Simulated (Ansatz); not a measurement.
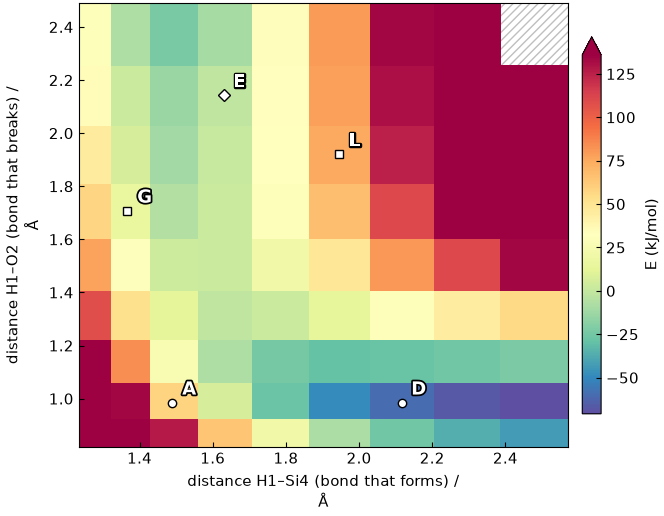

The reacting system CH₇OSi (fragments CH₄O + H₃Si where the first distance is long, H₄Si + CH₃O where the second is long), spin multiplicity 2. The first coordinate is: distance H1–Si4 (bond that forms); the second: distance H1–O2 (bond that breaks). Relaxed at each point: all other coordinates. The grid has 9 × 9 points. At 1 point there is no value. Points are written as (first, second). All energies are given in kJ/mol relative to a guessed transition structure relaxed with its forming and breaking bonds held. Energies and slopes of some neighbouring points disagree (a jump in structure or state, or too coarse a mesh). Level of theory: UKS B3LYP-D4/def2-SVP in Ansatz 0.2.0.

The picture shows one coloured cell a grid point, one colour for all values above the top of the scale, hatched blanks where no value was computed, lettered points.

Question: Rank the lettered points by energy, lowest first.

Answer: D (−60 kJ/mol), E (−2.1 kJ/mol), G (15 kJ/mol), A (58 kJ/mol), L (75 kJ/mol).
